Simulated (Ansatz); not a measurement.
# InNH6: molecular dynamics

- system: InNH6 (In(NH3)H3)
- method: RKS r2SCAN/def2-SVP (Ansatz 0.2.0)

The geometry comes from this level: PBE-D4/def2-TZVP. Figures and captions count atoms from 1; the log counts them from 0 in places.

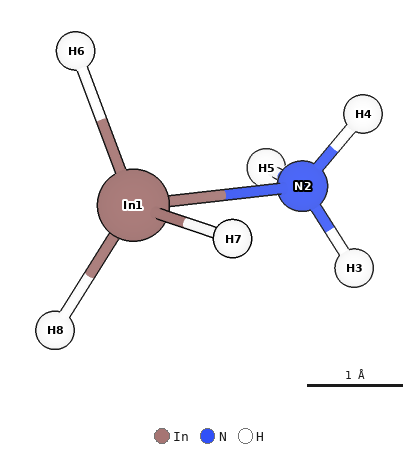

The starting structure (ball-and-stick view, seen at a tilt; atoms are numbered from 1 in the order of the input). Sticks mark near contacts. Bond lengths as drawn: H–In 1.75 Å, H–N 1.02 Å and In–N 2.43 Å.

## Input file
```yaml
crystal:
  periodic: [false, false, false]
  atoms:
    - {symbol: In, position_ang: [-0.001650, 0.003422, -1.283155]}
    - {symbol: N, position_ang: [0.001200, -0.002515, 1.142148]}
    - {symbol: H, position_ang: [-0.951413, 0.031197, 1.509760]}
    - {symbol: H, position_ang: [0.509189, 0.803934, 1.510029]}
    - {symbol: H, position_ang: [0.448024, -0.847192, 1.503623]}
    - {symbol: H, position_ang: [1.735129, -0.020342, -1.462400]}
    - {symbol: H, position_ang: [-0.849385, 1.519953, -1.457234]}
    - {symbol: H, position_ang: [-0.891104, -1.488458, -1.462751]}
basis:
  gaussian: {orbitals: def2-SVP}
hamiltonian: {xc: {name: r2SCAN}}
md: {timestep: 1 fs, n_steps: 15, ensemble: nvt_langevin, temperature: 500, initial_velocities: maxwell_boltzmann, friction: 0.01, seed: 202}
scf: {omitted_lower_state_checks: [starts]}
```

Command:
```bash
ansatz run in.yaml --threads 4 --pin off --events-out ev --progress --plain --max-ram 3916MiB
```

## Log
```
Functional definition: r2SCAN
  name "r2SCAN"
  cite "Furness, Kaplan, Ning, Perdew & Sun, J. Phys. Chem. Lett. 11, 8208 (2020) doi:10.1021/acs.jpclett.0c02405"
  cite "Furness, Kaplan, Ning, Perdew & Sun, J. Phys. Chem. Lett. 11, 9248 (2020) doi:10.1021/acs.jpclett.0c03077"
  parent r2scan
  parameter k0 = 0.174
  parameter k1 = 0.065
  parameter a1 = 4.9479
  exchange = r2scan_x(k0 = k0, k1 = k1, a1 = a1)
  correlation = r2scan_c
these checks for a lower state are left out or cut short: starts
836 factors; their error is unknown
mean field evaluation 1: about -6755.9001 eV, gradient 4.9e1 eV
mean field evaluation 2: about -6748.1416 eV, gradient 7.4e1 eV
mean field evaluation 4: about -6760.8888 eV, gradient 1.2e0 eV
mean field evaluation 8: about -6760.8749 eV, gradient 2.1e-2 eV
mean field -6760.87491319 eV, -248.4575703742 hartree, gradient 3.7e-6 eV, S^2 0.000000; 0 other end points of the search recorded, 0 dependent functions left out
the calculation of the forces begins
reference -6760.87492846 eV, -248.4575709354 hartree; 17, 17 occupied and 53, 53 virtual orbitals, 836 factors
md step     0: t =     0.00 fs  T =   437.5 K  F+E_penalty+E_count = -6760.87491319 eV  E_kin = 0.452410 eV  (24 SCF iters)
these checks for a lower state are left out or cut short: starts, cluster_reference, orbital_swaps, neighbouring_geometries, increment
836 factors; their error is unknown
mean field evaluation 16: about -6760.8030 eV, gradient 3.7e0 eV
mean field -6760.80444209 eV, -248.4549806091 hartree, gradient 1.1e-5 eV, S^2 0.000000; 0 other end points of the search recorded, 0 dependent functions left out
[... from here on the field's lines of each further geometry are left out, up to the last ...]
md step     1: t =     1.00 fs  T =   381.1 K  F+E_penalty+E_count = -6760.80444209 eV  E_kin = 0.394049 eV  (26 SCF iters)
md step     2: t =     2.00 fs  T =   281.9 K  F+E_penalty+E_count = -6760.69138155 eV  E_kin = 0.291535 eV  (28 SCF iters)
md step     3: t =     3.00 fs  T =   266.3 K  F+E_penalty+E_count = -6760.65015012 eV  E_kin = 0.275354 eV  (26 SCF iters)
md step     4: t =     4.00 fs  T =   319.7 K  F+E_penalty+E_count = -6760.69096706 eV  E_kin = 0.330572 eV  (27 SCF iters)
md step     5: t =     5.00 fs  T =   358.1 K  F+E_penalty+E_count = -6760.73756143 eV  E_kin = 0.370282 eV  (26 SCF iters)
md step     6: t =     6.00 fs  T =   330.2 K  F+E_penalty+E_count = -6760.70612546 eV  E_kin = 0.341423 eV  (25 SCF iters)
md step     7: t =     7.00 fs  T =   258.9 K  F+E_penalty+E_count = -6760.62668384 eV  E_kin = 0.267734 eV  (25 SCF iters)
md step     8: t =     8.00 fs  T =   260.6 K  F+E_penalty+E_count = -6760.62789507 eV  E_kin = 0.269479 eV  (27 SCF iters)
md step     9: t =     9.00 fs  T =   334.6 K  F+E_penalty+E_count = -6760.70671919 eV  E_kin = 0.345968 eV  (26 SCF iters)
md step    10: t =    10.00 fs  T =   377.4 K  F+E_penalty+E_count = -6760.71320636 eV  E_kin = 0.390234 eV  (27 SCF iters)
md step    11: t =    11.00 fs  T =   277.9 K  F+E_penalty+E_count = -6760.62675724 eV  E_kin = 0.287344 eV  (26 SCF iters)
md step    12: t =    12.00 fs  T =   174.9 K  F+E_penalty+E_count = -6760.54228491 eV  E_kin = 0.180827 eV  (27 SCF iters)
md step    13: t =    13.00 fs  T =   177.2 K  F+E_penalty+E_count = -6760.52982856 eV  E_kin = 0.183277 eV  (28 SCF iters)
md step    14: t =    14.00 fs  T =   247.6 K  F+E_penalty+E_count = -6760.58694230 eV  E_kin = 0.256012 eV  (27 SCF iters)
the calculation of the forces begins
reference -6760.61768147 eV, -248.4481172826 hartree; 17, 17 occupied and 53, 53 virtual orbitals, 836 factors
these checks for a lower state are left out or cut short: starts
836 factors; their error is unknown
mean field -6760.61766659 eV, -248.4481167358 hartree, gradient 1.2e-5 eV, S^2 0.000000; 0 other end points of the search recorded, 0 dependent functions left out
the calculation of the forces begins
reference -6760.61768147 eV, -248.4481172826 hartree; 17, 17 occupied and 53, 53 virtual orbitals, 836 factors
md step    15: t =    15.00 fs  T =   250.8 K  F+E_penalty+E_count = -6760.61766659 eV  E_kin = 0.259370 eV  (12 SCF iters)
```

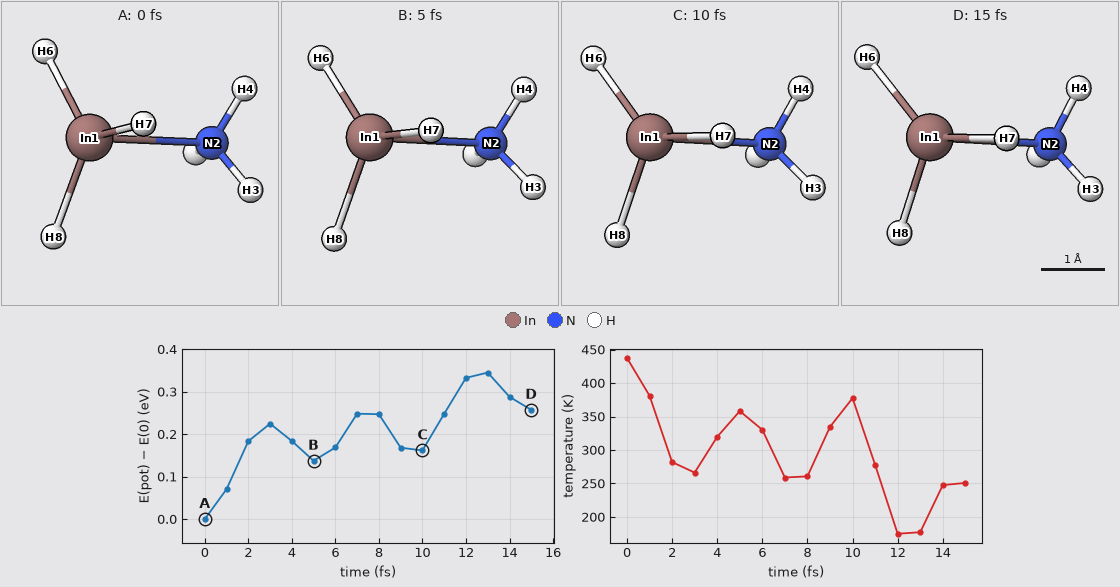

Frames of the molecular dynamics (ball-and-stick, seen at a tilt) above the curves, on which the letters mark them. The trajectory kept here has 16 frames over 15 fs. The temperature starts at 438 K, ranges from 175 to 438 K and averages 263 K over the second half. The potential energy ends 0.257 eV above its first value. After an unweighted best fit of the last frame on the first, the root-mean-square displacement is 0.20 Å, and H7 has moved furthest (0.35 Å).

```
Total energy: -6760.61768147 eV, -248.4481172826 hartree
Atom 0 at     0.028563     0.002070    -1.260871 Å, force    -0.192732     0.286322     0.261994 eV/Å
Atom 1 at    -0.120706    -0.018810     1.113443 Å, force     0.767508    -1.049232     0.400335 eV/Å
Atom 2 at    -1.077756     0.064569     1.444028 Å, force    -0.186751     0.243823    -0.023514 eV/Å
Atom 3 at     0.435427     0.738838     1.484185 Å, force    -0.026046     0.605074     0.261052 eV/Å
Atom 4 at     0.264588    -0.855612     1.582159 Å, force    -0.232316     0.216306    -0.358177 eV/Å
Atom 5 at     1.777240    -0.210977    -1.609375 Å, force    -0.569750     0.427851     0.141703 eV/Å
Atom 6 at    -1.054911     1.473317    -1.099528 Å, force     0.690117    -0.569612    -0.433658 eV/Å
Atom 7 at    -0.755704    -1.542793    -1.286276 Å, force    -0.250029    -0.160533    -0.249734 eV/Å
Dipole moment:     0.016709     0.059292     0.968855 e Å
Checks for a lower state left out: starts
```

## Trajectory as extended XYZ (Å, eV, eV/Å), 16 frames, from step=0 to step=15
```
8
Properties=species:S:1:pos:R:3:forces:R:3 step=0 time_fs=0.0 energy=-6760.87491 temperature=437.5
In   -0.0016    0.0034   -1.2832    0.0001   0.0002   0.1112
N     0.0012   -0.0025    1.1421    0.0011  -0.0019  -0.1639
H    -0.9514    0.0312    1.5098    0.0700  -0.0024   0.0203
H     0.5092    0.8039    1.5100   -0.0380  -0.0588   0.0202
H     0.4480   -0.8472    1.5036   -0.0329   0.0627   0.0217
H     1.7351   -0.0203   -1.4624   -0.0644   0.0006  -0.0031
H    -0.8494    1.5200   -1.4572    0.0313  -0.0557  -0.0032
H    -0.8911   -1.4885   -1.4628    0.0328   0.0552  -0.0031
8
Properties=species:S:1:pos:R:3:forces:R:3 step=1 time_fs=1.0 energy=-6760.80444 temperature=381.1
In   -0.0003    0.0039   -1.2829   -0.2588  -0.3654   0.1744
N    -0.0047   -0.0071    1.1374   -1.1770   1.6085   0.5824
H    -0.9957    0.0600    1.5203    1.5820  -0.2390  -0.5625
H     0.5060    0.8337    1.5109   -0.5178  -1.0893  -0.3805
H     0.4310   -0.8437    1.5024    0.1372  -0.2830   0.2855
H     1.7121   -0.0381   -1.4679    0.1945   0.0119  -0.0374
H    -0.8545    1.4973   -1.4242   -0.0737   0.1339  -0.0553
H    -0.8911   -1.5111   -1.4497    0.1136   0.2223  -0.0066
8
Properties=species:S:1:pos:R:3:forces:R:3 step=2 time_fs=2.0 energy=-6760.69138 temperature=281.9
In    0.0009    0.0041   -1.2824   -0.4916  -0.6743   0.2329
N    -0.0111   -0.0101    1.1335   -1.8600   2.4455   0.9310
H    -1.0273    0.0876    1.5256    2.3682  -0.4794  -0.8756
H     0.4966    0.8502    1.5093   -0.6478  -1.5578  -0.5417
H     0.4162   -0.8446    1.5020    0.1891  -0.4167   0.4394
H     1.6907   -0.0587   -1.4761    0.4467   0.0207  -0.0717
H    -0.8590    1.4772   -1.3904   -0.1733   0.3078  -0.1002
H    -0.8896   -1.5314   -1.4365    0.1687   0.3542  -0.0140
8
Properties=species:S:1:pos:R:3:forces:R:3 step=3 time_fs=3.0 energy=-6760.65015 temperature=266.3
In    0.0023    0.0042   -1.2818   -0.6646  -0.9470   0.2807
N    -0.0187   -0.0117    1.1301   -1.9878   2.4363   1.0000
H    -1.0366    0.1100    1.5230    2.4308  -0.6490  -0.9393
H     0.4802    0.8513    1.5034   -0.4845  -1.5288  -0.5073
H     0.4019   -0.8508    1.5041    0.1153  -0.2724   0.4321
H     1.6742   -0.0816   -1.4837    0.6474   0.0274  -0.1026
H    -0.8617    1.4595   -1.3576   -0.2661   0.4662  -0.1384
H    -0.8864   -1.5508   -1.4225    0.2094   0.4675  -0.0251
8
Properties=species:S:1:pos:R:3:forces:R:3 step=4 time_fs=4.0 energy=-6760.69097 temperature=319.7
In    0.0040    0.0044   -1.2810   -0.7501  -1.1663   0.3160
N    -0.0279   -0.0124    1.1274   -1.4808   1.7335   0.8148
H    -1.0221    0.1238    1.5124    1.7634  -0.6906  -0.7485
H     0.4624    0.8407    1.4926   -0.1388  -1.1458  -0.3332
H     0.3882   -0.8614    1.5071   -0.0416   0.0859   0.2893
H     1.6648   -0.1033   -1.4937    0.7538   0.0377  -0.1230
H    -0.8678    1.4428   -1.3252   -0.3397   0.5973  -0.1708
H    -0.8810   -1.5674   -1.4041    0.2339   0.5483  -0.0445
8
Properties=species:S:1:pos:R:3:forces:R:3 step=5 time_fs=5.0 energy=-6760.73756 temperature=358.1
In    0.0059    0.0045   -1.2798   -0.7734  -1.2347   0.3370
N    -0.0383   -0.0117    1.1256   -0.3850   0.4762   0.3114
H    -0.9938    0.1280    1.4951    0.3628  -0.5695  -0.2893
H     0.4431    0.8228    1.4806    0.3662  -0.4391  -0.0396
H     0.3740   -0.8720    1.5138   -0.2132   0.5141   0.0758
H     1.6631   -0.1237   -1.5053    0.7482   0.0618  -0.1291
H    -0.8803    1.4335   -1.2923   -0.3356   0.6081  -0.1964
H    -0.8710   -1.5794   -1.3841    0.2300   0.5831  -0.0699
8
Properties=species:S:1:pos:R:3:forces:R:3 step=6 time_fs=6.0 energy=-6760.70612 temperature=330.2
In    0.0080    0.0044   -1.2782   -0.7627  -1.1446   0.3430
N    -0.0484   -0.0107    1.1240    0.8916  -0.8706  -0.5090
H    -0.9648    0.1288    1.4782   -1.4758  -0.3417   0.3218
H     0.4237    0.8017    1.4686    0.9970   0.5173   0.3359
H     0.3575   -0.8742    1.5238   -0.2557   0.6770  -0.0543
H     1.6690   -0.1438   -1.5149    0.6443   0.1014  -0.1200
H    -0.8973    1.4343   -1.2584   -0.2402   0.4850  -0.2209
H    -0.8584   -1.5853   -1.3674    0.2016   0.5763  -0.0965
8
Properties=species:S:1:pos:R:3:forces:R:3 step=7 time_fs=7.0 energy=-6760.62668 temperature=258.9
In    0.0103    0.0042   -1.2764   -0.7423  -0.9515   0.3450
N    -0.0571   -0.0108    1.1217    1.7553  -1.7647  -1.2907
H    -0.9488    0.1261    1.4660   -2.9259  -0.1134   0.8043
H     0.4104    0.7839    1.4580    1.5056   1.3625   0.6593
H     0.3410   -0.8677    1.5312   -0.1533   0.4997  -0.0416
H     1.6796   -0.1623   -1.5228    0.4890   0.1513  -0.1015
H    -0.9183    1.4420   -1.2256   -0.0849   0.2801  -0.2508
H    -0.8447   -1.5862   -1.3531    0.1565   0.5361  -0.1240
8
Properties=species:S:1:pos:R:3:forces:R:3 step=8 time_fs=8.0 energy=-6760.62789 temperature=260.6
In    0.0126    0.0041   -1.2746   -0.7205  -0.6915   0.3516
N    -0.0638   -0.0120    1.1185    1.5306  -1.5507  -1.4124
H    -0.9564    0.1218    1.4628   -2.8901  -0.0425   0.7712
H     0.4087    0.7776    1.4526    1.5141   1.5017   0.7067
H     0.3258   -0.8565    1.5349    0.0501   0.0803   0.1011
H     1.6933   -0.1781   -1.5294    0.3097   0.2087  -0.0780
H    -0.9453    1.4542   -1.1963    0.1093   0.0277  -0.2875
H    -0.8288   -1.5840   -1.3391    0.0967   0.4662  -0.1527
8
Properties=species:S:1:pos:R:3:forces:R:3 step=9 time_fs=9.0 energy=-6760.70672 temperature=334.6
In    0.0148    0.0040   -1.2726   -0.6761  -0.4296   0.3623
N    -0.0702   -0.0142    1.1149    0.3369  -0.2519  -0.7178
H    -0.9902    0.1219    1.4707   -1.2906  -0.1574   0.2016
H     0.4191    0.7853    1.4528    0.9371   0.7807   0.4188
H     0.3118   -0.8456    1.5387    0.2464  -0.3739   0.2963
H     1.7077   -0.1902   -1.5367    0.1376   0.2655  -0.0517
H    -0.9737    1.4651   -1.1709    0.2885  -0.1909  -0.3264
H    -0.8107   -1.5783   -1.3250    0.0203   0.3576  -0.1832
8
Properties=species:S:1:pos:R:3:forces:R:3 step=10 time_fs=10.0 energy=-6760.71321 temperature=377.4
In    0.0169    0.0040   -1.2706   -0.5838  -0.1909   0.3686
N    -0.0780   -0.0167    1.1114   -0.6413   0.9561   0.3080
H    -1.0374    0.1186    1.4830    0.5267  -0.2663  -0.4220
H     0.4367    0.7997    1.4574    0.1103  -0.2454   0.0266
H     0.3006   -0.8434    1.5465    0.2619  -0.4382   0.3155
H     1.7230   -0.1998   -1.5473   -0.0359   0.3196  -0.0189
H    -1.0003    1.4718   -1.1469    0.4316  -0.3469  -0.3655
H    -0.7917   -1.5691   -1.3124   -0.0694   0.2119  -0.2122
8
Properties=species:S:1:pos:R:3:forces:R:3 step=11 time_fs=11.0 energy=-6760.62676 temperature=277.9
In    0.0191    0.0041   -1.2684   -0.4808   0.0075   0.3688
N    -0.0865   -0.0185    1.1088   -0.9865   1.3790   1.2042
H    -1.0790    0.1085    1.4946    1.7082  -0.2568  -0.8200
H     0.4532    0.8107    1.4645   -0.5577  -0.9887  -0.2534
H     0.2916   -0.8493    1.5588    0.1201  -0.1192   0.1216
H     1.7386   -0.2065   -1.5586   -0.2005   0.3649   0.0162
H    -1.0233    1.4761   -1.1263    0.5447  -0.4582  -0.4005
H    -0.7764   -1.5596   -1.3006   -0.1475   0.0715  -0.2369
8
Properties=species:S:1:pos:R:3:forces:R:3 step=12 time_fs=12.0 energy=-6760.54229 temperature=174.9
In    0.0214    0.0039   -1.2665   -0.4033   0.1420   0.3624
N    -0.0953   -0.0192    1.1077   -0.9587   1.2640   1.7233
H    -1.1054    0.0976    1.4989    2.2100  -0.1782  -0.9762
H     0.4627    0.8112    1.4715   -0.9166  -1.2761  -0.3764
H     0.2823   -0.8559    1.5707   -0.0302   0.2086  -0.1010
H     1.7514   -0.2111   -1.5691   -0.3254   0.3961   0.0473
H    -1.0403    1.4777   -1.1104    0.6229  -0.5274  -0.4271
H    -0.7669   -1.5527   -1.2924   -0.1986  -0.0288  -0.2521
8
Properties=species:S:1:pos:R:3:forces:R:3 step=13 time_fs=13.0 energy=-6760.52983 temperature=177.2
In    0.0236    0.0033   -1.2646   -0.3354   0.2343   0.3401
N    -0.1038   -0.0190    1.1077   -0.7079   0.7124   1.8362
H    -1.1145    0.0877    1.4908    2.1475  -0.0762  -0.9107
H     0.4625    0.7968    1.4783   -0.9399  -1.0706  -0.3389
H     0.2754   -0.8610    1.5799   -0.1829   0.4538  -0.3066
H     1.7621   -0.2133   -1.5821   -0.4298   0.4159   0.0794
H    -1.0520    1.4787   -1.1011    0.6771  -0.5740  -0.4413
H    -0.7620   -1.5477   -1.2874   -0.2287  -0.0956  -0.2582
8
Properties=species:S:1:pos:R:3:forces:R:3 step=14 time_fs=14.0 energy=-6760.58694 temperature=247.6
In    0.0260    0.0026   -1.2627   -0.2597   0.2845   0.3034
N    -0.1125   -0.0184    1.1095   -0.1470  -0.1579   1.4152
H    -1.1028    0.0759    1.4708    1.3654   0.0709  -0.5857
H     0.4522    0.7695    1.4835   -0.6210  -0.3919  -0.1200
H     0.2701   -0.8616    1.5845   -0.2752   0.4980  -0.4257
H     1.7713   -0.2127   -1.5965   -0.5179   0.4257   0.1127
H    -1.0571    1.4775   -1.0982    0.7002  -0.5892  -0.4424
H    -0.7590   -1.5442   -1.2843   -0.2448  -0.1401  -0.2574
8
Properties=species:S:1:pos:R:3:forces:R:3 step=15 time_fs=15.0 energy=-6760.61767 temperature=250.8
In    0.0286    0.0021   -1.2609   -0.1927   0.2863   0.2620
N    -0.1207   -0.0188    1.1134    0.7675  -1.0492   0.4003
H    -1.0778    0.0646    1.4440   -0.1868   0.2438  -0.0235
H     0.4354    0.7388    1.4842   -0.0260   0.6051   0.2611
H     0.2646   -0.8556    1.5822   -0.2323   0.2163  -0.3582
H     1.7772   -0.2110   -1.6094   -0.5697   0.4279   0.1417
H    -1.0549    1.4733   -1.0995    0.6901  -0.5696  -0.4337
H    -0.7557   -1.5428   -1.2863   -0.2500  -0.1605  -0.2497
```

## Summary

```tsv
quantity	value
outcome	finished
mean temperature over the second half	263 K
trajectory	15 steps, 15 fs
ensemble	nvt_langevin
temperature in the input	500 K
time step	1 fs
potential energy (last step)	−6760.6177 eV
SCF solution under orbital rotations (last step)	stable
largest force (length of the vector) (last step)	1.360 eV/Å
dipole moment (last step)	4.66 D
hardware	4 threads of Arm Neoverse V2, 95 GiB of memory available, shared host
wall time	14 s (CPU time 50 s)
peak memory	0.28 GiB
```

So short a trajectory is not equilibrated. The logged temperature at the start can lie below the typed one, since it is counted over all degrees of freedom. The temperature stays far from the 500 K of the thermostat over the second half: the run isn't equilibrated.
